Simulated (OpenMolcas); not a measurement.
PO2 (phosphorus dioxide): the energy, rung by rung

PO2 has 3 atoms, charge 0, and is taken as a doublet. As SMILES, `[O]P=O`. Geometry: relaxed at GFN2-xTB.

```xyz
3

O     0.3317    1.2263    0.3177
P    -0.4039    0.0770   -0.2121
O     0.0722   -1.3033   -0.1055
```

Each level gives the energy change with the O1–P2 bond stretched from 1.464 to 2.196 Å (eV). The values are calculated.

```tsv
level	kind	program	value (eV)	less FCI/STO-3G
ROHF/STO-3G	Hartree–Fock	OpenMolcas	1.05	+0.69
USVWN5/STO-3G	LDA	OpenMolcas	1.52	+1.16
UPBE/STO-3G	GGA	OpenMolcas	1.00	+0.64
U-r2SCAN/STO-3G	meta-GGA	OpenMolcas	1.04	+0.68
UB3LYP/STO-3G	global hybrid	OpenMolcas	0.99	+0.63
FCI/STO-3G	exact in the basis	OpenMolcas	0.36	0.00
```

FCI/STO-3G is exact within its basis and frozen core, so for wave-function methods in that basis the difference is their error; functionals converge differently with the basis, so for them it is only a difference. The first shape isn't each level's own minimum. The values span 0.36 to 1.52 eV. Spin contamination of the reference (⟨S²⟩ at least 0.1 too high) touches USVWN5/STO-3G, UPBE/STO-3G, U-r2SCAN/STO-3G, UB3LYP/STO-3G. All rows use very small basis sets, so even the best lies far from the true value.

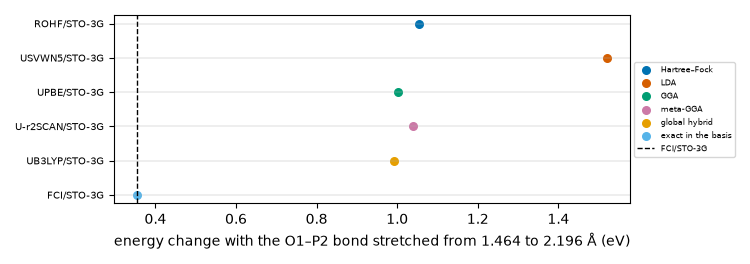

The values of the table, level by level.
